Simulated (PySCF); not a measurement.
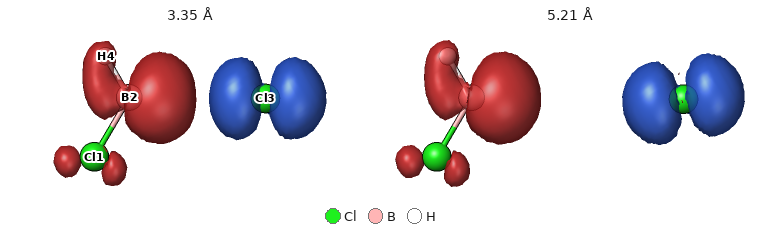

Figure 1: BCl2H, SMILES `ClBCl`. Rigid stretch of the B2–Cl3 bond. Broken-symmetry UHF spin density at ±0.03 e/Å³ (blue: α, red: β).

Computed with PySCF, 6-31+G* basis, geometry: GFN2-xTB. No frequency check shows the geometry to be a minimum. GFN2-xTB bond lengths at metals and heavier atoms can be off by up to 0.1 Å and shapes distorted, which carries into these values.

Question: How does the broken-symmetry solution share the spin, and how far is it from a pure singlet?

Answer: At 5.21 Å excess α spin lies mostly on Cl3 and excess β on B2; the two could be swapped at no cost. ⟨S²⟩ is 0.92 at 3.35 Å and 1.01 at 5.21 Å, against 0 for a pure singlet and 1 for an equal mix of singlet and triplet.

Question: Where does the UHF solution part from RHF?

Answer: Between 2.51 Å (⟨S²⟩ = 0, the two coincide) and 2.88 Å (⟨S²⟩ = 0.64); at 5.21 Å ⟨S²⟩ is 1.01 and UHF lies 3.3 eV below RHF.

Run time: 86 s on 1 thread of Arm Neoverse V1, on a shared host, peak memory 0.21 GiB.
